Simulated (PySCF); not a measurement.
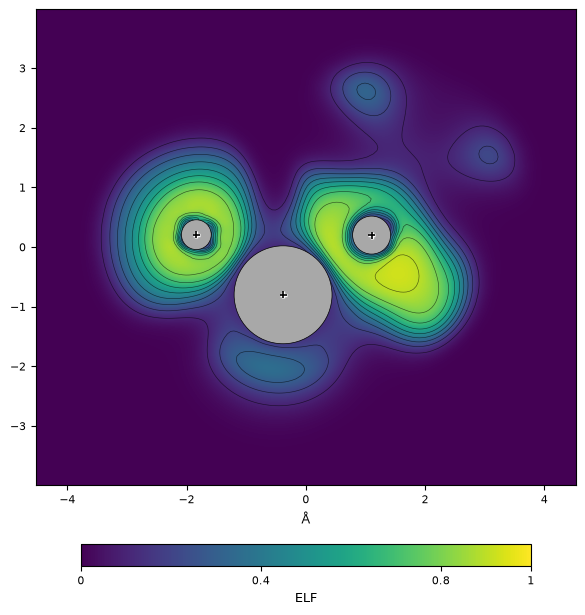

The ELF on a plane through atoms (crosses mark nuclei in the plane; grey discs cover the cores).

Theory: PySCF 2.14.0, CAM-B3LYP/def2-SVPD, SCF density, gas phase.

Candidates:
A. C₂H₁₁BO₂Si₂ (SMILES O[BH2-][O+]1[SiH2]CC[SiH2]1)
B. C₃H₁₀F₂N₂Si
C. CH₆FGeN (SMILES C[NH][GeH2][F])

**Which candidate gave the map?**

Candidate C: CH₆FGeN on the plane of atoms N2, Ge3 and F4, which holds N, Ge and F. Ge–F (1.77 Å): the ELF peaks at about 0.80 in the valence shell of F, 0.5 Å from its nucleus, and is about 0.20 at the midpoint. Ge–N (1.79 Å): the ELF peaks at about 0.90 in the valence shell of N, 0.6 Å from its nucleus, and is about 0.45 at the midpoint.
